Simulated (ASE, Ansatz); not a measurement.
# Energy and forces of the unslipped end of a generalised stacking fault on (112) of a Nb-Li solid solution (54 atoms)

Wanted: forces and levels of the unslipped end of a generalised stacking fault on (112) of a Nb-Li solid solution (54 atoms).

Main program and level: Ansatz 0.2.0; Kohn-Sham DFT, r2SCAN, PAW (set soft_2), plane waves.

## (1) The starting structure

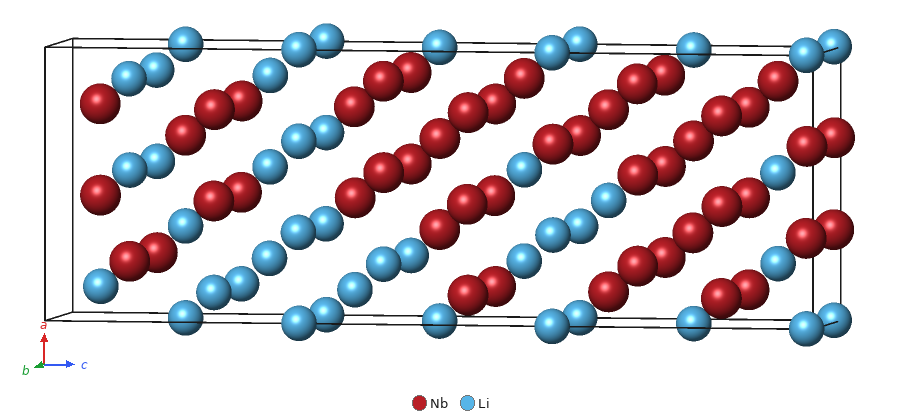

The cell as given, from the side, with the c axis across the page (niobium red, lithium blue). Some periodic images of atoms are drawn too.

The cell holds 54 atoms: 30 Nb and 24 Li. Its edges and angles: a = 8.820 Å, b = 4.801 Å, c = 25.147 Å, α = 90.0°, β = 90.0°, γ = 90.0°. It derives from Nb and Li. Bcc Nb lattice (a = 3.3949 Å, the value set for the mixture), cell with z along [112], 3 x 1 x 3 periods; the third cell vector is tilted by 0.000 of 1/2<111> (its sense, twinning or antitwinning, isn't checked) and lengthened by 0.2 Å, so the stacking has no slip; displaced by a Gaussian of 0.01 Å; 24 of 54 Nb sites given to Li at random (lattice constant by Vegard's rule between Nb and Li).

Before any run, some limits are plain. The cell is under 6 Å thick along one periodic direction, so every atom has periodic images of itself close by, which move with it and show among its neighbours and in g(r). The host structure and its lattice constant were typed by rule, without a check against the phase diagram.

## (2) Plane-wave single point

One self-consistent run at the given positions yields energy and forces.

The input, input.yaml:

```yaml
crystal:
  lattice:
    - [8.82021, 0.0, 0.0]
    - [0.0, 4.80111, 0.0]
    - [0.0, 0.0, 25.14732]
  atoms:
    - { symbol: Nb, position: [0.66826, 0.99947, 0.99218] }
    - { symbol: Nb, position: [0.33208, 0.00111, 0.99115] }
    - { symbol: Li, position: [0.00107, 0.00176, 0.9917] }
    - { symbol: Nb, position: [0.77874, 0.49721, 0.05379] }
    - { symbol: Nb, position: [0.44503, 0.50134, 0.05439] }
    - { symbol: Li, position: [0.11184, 0.50079, 0.05474] }
    - { symbol: Li, position: [0.88813, 0.00146, 0.10948] }
    - { symbol: Li, position: [0.55434, 0.00013, 0.11046] }
    - { symbol: Nb, position: [0.22073, 0.99986, 0.11033] }
    - { symbol: Nb, position: [0.66733, 0.49904, 0.16508] }
    - { symbol: Li, position: [0.33584, 0.5014, 0.16508] }
    - { symbol: Li, position: [0.99972, 0.49827, 0.1651] }
    - { symbol: Nb, position: [0.77847, 0.99869, 0.22063] }
    - { symbol: Nb, position: [0.44472, 0.00201, 0.21994] }
    - { symbol: Li, position: [0.11016, 0.99825, 0.21994] }
    - { symbol: Li, position: [0.8893, 0.50004, 0.27551] }
    - { symbol: Li, position: [0.55519, 0.49971, 0.27512] }
    - { symbol: Li, position: [0.2208, 0.50076, 0.27439] }
    - { symbol: Li, position: [0.66646, 0.00071, 0.33064] }
    - { symbol: Li, position: [0.33324, 0.00508, 0.33017] }
    - { symbol: Li, position: [0.00088, 0.99838, 0.3307] }
    - { symbol: Nb, position: [0.77815, 0.50104, 0.38487] }
    - { symbol: Nb, position: [0.44534, 0.49757, 0.3858] }
    - { symbol: Li, position: [0.10959, 0.49898, 0.38556] }
    - { symbol: Nb, position: [0.88938, 0.00098, 0.44071] }
    - { symbol: Nb, position: [0.55522, 0.00081, 0.44102] }
    - { symbol: Li, position: [0.22082, 0.00361, 0.44099] }
    - { symbol: Nb, position: [0.6658, 0.501, 0.49625] }
    - { symbol: Nb, position: [0.33298, 0.4988, 0.49601] }
    - { symbol: Li, position: [0.99872, 0.50142, 0.49596] }
    - { symbol: Nb, position: [0.7779, 0.99869, 0.55094] }
    - { symbol: Nb, position: [0.44291, 0.00473, 0.54988] }
    - { symbol: Nb, position: [0.11092, 0.00037, 0.55086] }
    - { symbol: Nb, position: [0.88908, 0.50211, 0.60604] }
    - { symbol: Li, position: [0.55488, 0.50218, 0.6064] }
    - { symbol: Li, position: [0.22128, 0.50218, 0.60614] }
    - { symbol: Nb, position: [0.66591, 0.99371, 0.6612] }
    - { symbol: Li, position: [0.33403, 0.99922, 0.66148] }
    - { symbol: Li, position: [3.0e-05, 0.00199, 0.66046] }
    - { symbol: Nb, position: [0.77797, 0.49864, 0.71581] }
    - { symbol: Li, position: [0.44631, 0.50163, 0.71604] }
    - { symbol: Nb, position: [0.11221, 0.50192, 0.71598] }
    - { symbol: Nb, position: [0.88983, 0.99908, 0.77107] }
    - { symbol: Nb, position: [0.55636, 0.99828, 0.77183] }
    - { symbol: Nb, position: [0.22377, 0.00102, 0.77176] }
    - { symbol: Nb, position: [0.66734, 0.50165, 0.82658] }
    - { symbol: Nb, position: [0.33126, 0.50277, 0.82574] }
    - { symbol: Li, position: [0.99967, 0.50352, 0.82697] }
    - { symbol: Nb, position: [0.77624, 0.00143, 0.88108] }
    - { symbol: Nb, position: [0.44511, 0.00151, 0.88147] }
    - { symbol: Nb, position: [0.10901, 0.00062, 0.88076] }
    - { symbol: Nb, position: [0.88883, 0.49809, 0.93645] }
    - { symbol: Li, position: [0.55461, 0.50147, 0.93643] }
    - { symbol: Li, position: [0.22223, 0.50072, 0.93671] }
kpoints:
  mp_grid: { grid: [2, 4, 1] }
hamiltonian:
  xc: r2scan
scf:
  occupations: { method: fermi_dirac, width: 0.1 }
output:
  forces: true
  stress: true
  populations: true
  dos:
    method: { smearing: { sigma: 0.1 } }
    de: 0.1
    projected: { site_lists: { Li: [Li], Nb: [Nb] } }
  eigenvalues: true
  write_density: true
  write_potential: true
  volumetric_format: npy
```

On the command line:

```bash
$ ansatz run input.yaml --threads 8 --pin off --max-ram 15872MiB --backend cpu --events-out ev --progress --plain --runs-dir out
```

Output:

```text
Engine: ansatz 0.2.0, aarch64-unknown-linux-gnu
Pseudopotentials: kind: paw
Pseudopotential: Nb, paw, valence charge 13, recommended cutoff 500 eV (meta_gga), Nb.paw.azcp
Pseudopotential: Li, paw, valence charge 3, recommended cutoff 500 eV (meta_gga), Li.paw.azcp
[... 6 lines on functional and potentials left out ...]
Crystal: 54 atoms, lattice volume = 1064.908 Å³
Basis set: ecut = 500 eV, 27035 PW (Γ), exchange–correlation on 288×144×768 points (64 copies of the dense FFT grid, shifted against one another)
Bands: 285, of which v1, the nominal top of the filled ones, is band 231 counted from 1 (230 counted from 0)
Symmetry: 1 space group operations
Space group: P1 (ITA 1), of the structure as read, at distance tolerance 1.0e-4 Å
k-points: 6 of 8 (time reversal used)
[... 6 lines on functional and potentials left out ...]
Initial density: superposition of atomic densities (neutral atoms: chi_scale 0, normalization atom), corrected by the library's trained network
Initial wavefunctions: pseudopotential atomic-orbital guess
Functional: x = r2scan, c = r2scan; τ floored in thin density (d = 2e-4 eV/Å³)
SCF iter   1: F=—  HF=-141802.176784 eV  |F-HF|=—  |Δ(HF+E_count)|=         —  Δρ=1.07e-2  dr2=3.13e1  dr2_τ=4.22e-1  ethr=1.77e-3  ⟨swp⟩=10.7  Hψ=7949  notcnv=0
preconditioner: auto → Kerker (q_TF=auto, 2.374 Å⁻¹)  [metal: Δε(μ)=0.014 eV  Ē_g=2.725 eV  σ=0.100 eV  W_gap=0.03  n_scr=238 (ndim 8)  ℏωp=15.0 eV  f_vac=0.000  D(μ)=61.01/eV (n_scr^D=608)]
SCF iter   2: F=—  HF=-141802.271295 eV  |F-HF|=—  |Δ(HF+E_count)|=   9.45e-2  Δρ=7.04e-3  dr2=4.47e0  dr2_τ=2.21e-1  ethr=1.77e-3  ⟨swp⟩=2.0  Hψ=2143  notcnv=0
SCF iter   3: F=—  HF=-141802.243523 eV  |F-HF|=—  |Δ(HF+E_count)|=   2.78e-2  Δρ=3.55e-3  dr2=1.54e0  dr2_τ=1.84e-2  ethr=9.68e-4  ⟨swp⟩=1.7  Hψ=2043  notcnv=0
SCF iter   4: F=—  HF=-141802.258673 eV  |F-HF|=—  |Δ(HF+E_count)|=   1.51e-2  Δρ=3.37e-3  dr2=8.23e-1  dr2_τ=3.01e-2  ethr=3.33e-4  ⟨swp⟩=1.0  Hψ=1710  notcnv=0
SCF iter   5: F=—  HF=-141802.237569 eV  |F-HF|=—  |Δ(HF+E_count)|=   2.11e-2  Δρ=8.39e-4  dr2=9.90e-2  dr2_τ=2.29e-3  ethr=1.78e-4  ⟨swp⟩=1.0  Hψ=1710  notcnv=0
SCF iter   6: F=—  HF=-141802.238439 eV  |F-HF|=—  |Δ(HF+E_count)|=   8.70e-4  Δρ=6.35e-4  dr2=1.66e-2  dr2_τ=1.47e-3  ethr=2.14e-5  ⟨swp⟩=1.0  Hψ=1710  notcnv=0
SCF iter   7: F=—  HF=-141802.238208 eV  |F-HF|=—  |Δ(HF+E_count)|=   2.31e-4  Δρ=2.66e-4  dr2=3.45e-3  dr2_τ=1.94e-4  ethr=3.60e-6  ⟨swp⟩=2.0  Hψ=1761  notcnv=0
SCF iter   8: F=—  HF=-141802.238329 eV  |F-HF|=—  |Δ(HF+E_count)|=   1.21e-4  Δρ=1.68e-4  dr2=2.56e-3  dr2_τ=4.04e-5  ethr=7.46e-7  ⟨swp⟩=1.2  Hψ=1711  notcnv=0
SCF iter   9: F=—  HF=-141802.238377 eV  |F-HF|=—  |Δ(HF+E_count)|=   4.86e-5  Δρ=1.19e-4  dr2=1.15e-3  dr2_τ=5.06e-5  ethr=5.53e-7  ⟨swp⟩=1.2  Hψ=1720  notcnv=0
SCF iter  10: F=—  HF=-141802.238335 eV  |F-HF|=—  |Δ(HF+E_count)|=   4.19e-5  Δρ=4.64e-5  dr2=1.96e-4  dr2_τ=8.39e-6  ethr=2.48e-7  ⟨swp⟩=1.2  Hψ=1711  notcnv=0
SCF iter  11: F=—  HF=-141802.238347 eV  |F-HF|=—  |Δ(HF+E_count)|=   1.15e-5  Δρ=2.75e-5  dr2=1.53e-5  dr2_τ=5.20e-7  ethr=4.25e-8  ⟨swp⟩=1.0  Hψ=1710  notcnv=0
SCF iter  12: F=—  HF=-141802.239869 eV  |F-HF|=—  |Δ(HF+E_count)|=   1.52e-3  Δρ=1.79e-5  dr2=1.46e-5  dr2_τ=8.11e-7  ethr=3.31e-9  ⟨swp⟩=2.0  Hψ=2216  notcnv=0
SCF iter  13: F=—  HF=-141802.239869 eV  |F-HF|=—  |Δ(HF+E_count)|=   2.98e-7  Δρ=1.10e-5  dr2=7.02e-6  dr2_τ=3.45e-7  ethr=3.16e-9  ⟨swp⟩=2.0  Hψ=1798  notcnv=0
SCF iter  14: F=—  HF=-141802.239869 eV  |F-HF|=—  |Δ(HF+E_count)|=   7.92e-8  Δρ=6.55e-6  dr2=2.28e-6  dr2_τ=1.63e-7  ethr=1.52e-9  ⟨swp⟩=2.0  Hψ=1829  notcnv=0
SCF iter  15: F=—  HF=-141802.239869 eV  |F-HF|=—  |Δ(HF+E_count)|=   1.18e-8  Δρ=2.93e-6  dr2=1.55e-7  dr2_τ=1.18e-8  ethr=4.93e-10  ⟨swp⟩=1.0  Hψ=1710  notcnv=0
SCF iter  16: F=—  HF=-141802.239869 eV  |F-HF|=—  |Δ(HF+E_count)|=   4.46e-8  Δρ=2.27e-6  dr2=2.32e-7  dr2_τ=9.29e-9  ethr=2.16e-11  ⟨swp⟩=10.5  Hψ=9618  notcnv=0
SCF iter  17: F=-141802.239869 eV  HF=-141802.239869 eV  |F-HF|=6.10e-8  |Δ(HF+E_count)|=   1.42e-8  Δρ=1.41e-6  dr2=8.09e-8  dr2_τ=4.04e-9  ethr=2.16e-11  ⟨swp⟩=6.3  Hψ=9107  notcnv=0
SCF 1 converged in 17 iterations: F = -141802.239869 eV  dr2 = 8.09e-8
  greatest PAW one-centre occupation: 1.000 electrons in one spin orbital (limit 2), on the Nb atom at site 48 (counted from 0), in its partial waves of l = 0
SCF converged after 17 iterations
Free energy (F): -141802.239869 eV
Harris-Foulkes:  -141802.239869 eV  (|F-HF|=6.10e-8)
Internal energy: -141800.263534 eV  (E = F + TS)
E sigma→0 (E₀):  -141801.251701 eV
Entropy (-TS):   -1.976335 eV (-36.599 meV/atom)
Fermi energy:    9.191722 eV
--- Per-component energies (eV) ---
  E_band       = -7387.345260
  E_kinetic    = 12166.355696
  E_local      = -53568.550947  (includes V_loc(G=0)·N_el)
  E_nonlocal   = 2804.296752
  E_hartree    = 20845.909363
  E_xc         = -5246.573398
  E_vxc        = -7325.578254  (∫ρ·V_xc dr)
  E_paw        = -93227.048088  (= ΣΔE_a)
  E_vpaw       = -3620.530785  (= ΣTr[D̂ρ^β])
  E_aug_tail   = -0.002355  (compensation charges beyond the density's cutoff)
  E_vtau       = 464.855660  (kinetic-family band-sum trace: ∫τ·v_τ [+ j·A + Jᵃ·Aᵃ] dr)
  E_ewald      = -25568.877636
  E_core_change = -5.772921  (= ΣΔE_core)
  E_smearing   = -1.976335  (= −TS)
  E_closure    = -0.000000  (closes the sum)
  Σ components = -141802.239869   (vs F -141802.239869, Δ=0.00e0)
--- Forces (eV/Å), atoms counted from 1 ---
  atom   1  Nb    -0.60238059     0.01885447     0.11683270
  atom   2  Nb     0.87141083    -0.00483925     1.24026329
  atom   3  Li    -0.13300937    -0.03127128     0.38053802
  atom   4  Nb    -1.22172501     0.04878722    -0.89913147
  atom   5  Nb     0.56322470    -0.01630197    -0.30998350
  atom   6  Li     0.14488088    -0.00616381    -0.38030472
  atom   7  Li    -0.30312734    -0.04184766    -0.03155627
  atom   8  Li     0.24757956     0.00074915    -0.25201371
  atom   9  Nb     1.94627091     0.01986677    -0.88331275
  atom  10  Nb    -0.59164471    -0.01280954     0.27860208
  atom  11  Li    -0.25712527    -0.00523186     0.07137577
  atom  12  Li     0.06792381     0.01054924    -0.11224076
  atom  13  Nb    -2.13978921     0.02040377    -1.09066208
  atom  14  Nb     1.87216234    -0.00941477    -1.37922730
[...]
atom  53  Li    -0.11871197    -0.01098389     0.28922105
  atom  54  Li     0.26956036     0.00117312     0.18306459
  max |Σ_I F_I| component: 1.30e-4 eV/Å
--- Stress (GPa, compression-positive) ---
      -11.165137       0.024893       0.313923
        0.024893     -10.676338       0.040694
        0.313923       0.040694     -10.547692
  P = ⅓ Tr σ = -10.7964 GPa (-107.964 kbar)
--- Band table (eV; the first three rows and the last of 6) ---
  k-point 0: bands = ["-47.7672", "-47.7252", "-47.5874", "-47.5577", [... 269 levels ...], "11.1553", "11.2124", "11.2322", "11.3144", "11.3581", "11.3874", "11.4512", "11.4903", "11.5549", "11.5775", "11.5952", "11.7316"]
[...]
--- Löwdin populations: 54 sites ---
  site symbol       q [e]
     0     Nb     12.9730
     1     Nb     13.1966
     2     Li      2.6325
[...]
53     Li      2.6369
  spilling = 0.008830 (of n_electrons = 462.000000)
```

The job ended after 1.8 min (8 threads of Arm Neoverse V2, shared host; peak memory 8.6 GiB; 14 min of CPU time).

The column dr2 measures how far the density is from self-consistency, as an energy; F and HF (Harris–Foulkes) agree once it is small.

Numbers from this run:

- free energy: -141802.2399 eV
- free energy per atom: -2625.9674 eV/atom
- SCF cycles: 17
- pressure: -10.8 GPa
- r.m.s. force component: 0.5272 eV/Å
- longest force: 2.59 eV/Å
- Fermi energy: 9.192 eV
- levels partly filled by over 2 per cent: 133
- spilling of the projection: 0.00883

Length of the force by element:

| element | coordination | atoms | mean length of the force (eV/Å) | spread | least | most |
| --- | --- | --- | --- | --- | --- | --- |
| Li | all | 24 | 0.249 | 0.0998 | 0.0755 | 0.407 |
| Nb | all | 30 | 0.960 | 0.722 | 0.154 | 2.59 |

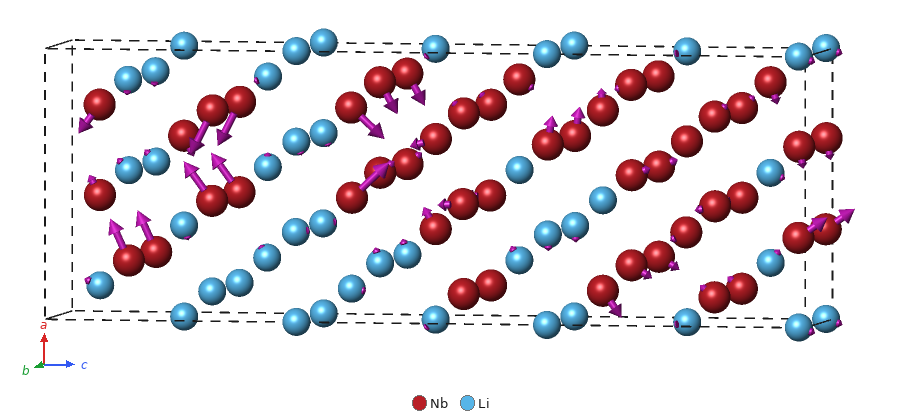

Forces as arrows; the longest in the cell is 2.59 eV/Å. Some periodic images of atoms are drawn too.

Density of states as counts of states in windows of 1 eV (from the Fermi level), total and the larger projections:

| from (eV) | to (eV) | total | Nb d | Nb s | Li s |
| --- | --- | --- | --- | --- | --- |
| -18 | -6 | 0.0 | 0.0 | 0.0 | 0.0 |
| -6 | -5 | 0.7 | 0.0 | 0.6 | 0.1 |
| -5 | -4 | 5.0 | 0.2 | 3.6 | 1.1 |
| -4 | -3 | 12.1 | 2.4 | 6.9 | 2.5 |
| -3 | -2 | 33.3 | 21.7 | 6.7 | 4.2 |
| -2 | -1 | 57.4 | 47.9 | 4.0 | 4.2 |
| -1 | 0 | 65.1 | 55.7 | 2.9 | 3.4 |
| 0 | 1 | 49.2 | 38.4 | 2.8 | 2.9 |

About 288 of the 462 electrons lie in deeper levels, below the stored range.

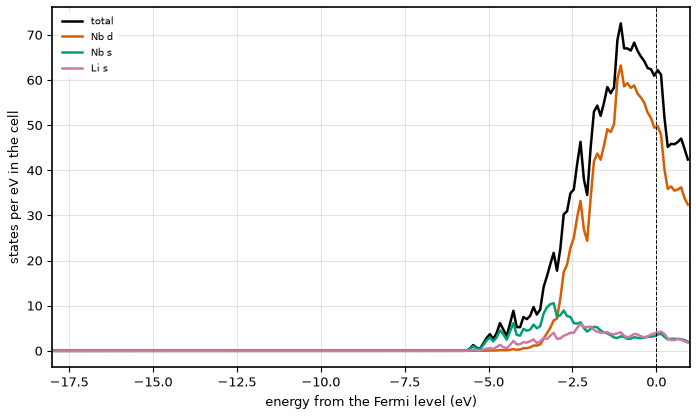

Total and projected density of states, with the broadening of the input.

The levels nearest the highest filled one (over half full), pooled over k-points and spins:

| level less the highest filled one (eV) | occupation |
| --- | --- |
| -0.0395 | 1.21 |
| -0.0375 | 1.20 |
| -0.0371 | 1.2 |
| -0.023 | 1.13 |
| -0.0014 | 1.02 |
| 0 | 1.02 |
| 0.0075 | 0.98 |
| 0.0077 | 0.978 |
| 0.0183 | 0.925 |
| 0.0196 | 0.919 |
| 0.0209 | 0.912 |
| 0.0241 | 0.897 |

(Continued in part 2 of 2.)

[Logs are printed without paths, hosts, clocks, repeated set-up lines and the standing remarks that a program may print on its own settings, such as how far it seeks lower states.]

[Hosts, paths, dates, database ids (printed as entryN), source tags and the programs' standing remarks are cut or masked in the printed files.]
